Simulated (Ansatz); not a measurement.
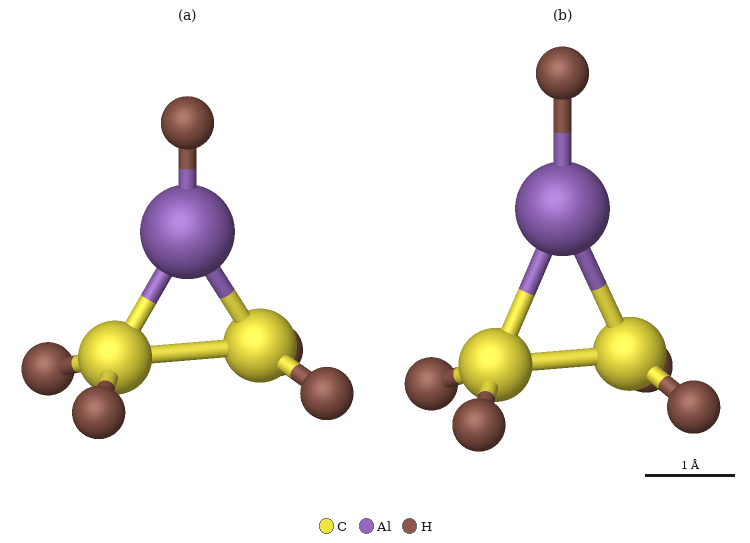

The structure of C2H5Al before (left) and after (right) a relaxation, at one scale.

A ball-and-stick model, seen at a tilt.

It is one of the separated reactants of a reaction.

Level of theory: RKS PBE-D4/def2-SVP (Ansatz 0.2.0). Set-up: force threshold 0.03 eV/Å; at most 250 steps.

**Summarise the run.**

An H atom moves most after the best rigid fit: 0.58 Å. By element the largest moves are H 0.58 Å, Al 0.27 Å, C 0.11 Å. Some distances before and after: Al–H 1.275 → 1.588 Å, Al–C 1.644 → 1.933 Å, C–C 1.711 → 1.585 Å, C–H 1.136 → 1.108 Å. Among the angles between lasting bonds that change: C–Al–C 62.7° → 48.4°, C–C–Al 58.6° → 65.8°, C–Al–H 148.6° → 155.8°. After 5 geometry steps the energy has fallen by 3.229 eV. Largest force component: 6.9 eV/Å at the start, 0.011 eV/Å at the end.
